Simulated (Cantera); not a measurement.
Feed: 1 mol CaF2, 3.9 mol HF, a varied amount of H2, 0.41 mol O2, equilibrated at 1623.15 K and 2.10e-6 bar.

Cantera equilibrium calculation (NASA polynomials, part measured and part estimated; ideal gas, pure solids and liquids). Candidate condensed phases: Ca, CaF2, CaO, Ca(OH)2, H2O; 29 gas species. Rates play no part.

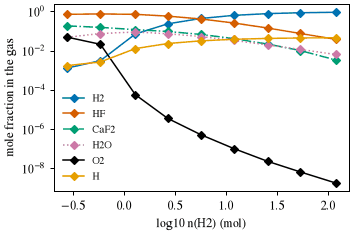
Equilibrium gas composition (values under 1e-9 drawn at 1e-9)

Task: Read off the mole fractions at 120 mol H2.

Result: H2 about 0.90, H about 0.045, HF about 0.038, H2O about 0.0064, CaF2 about 0.0033.
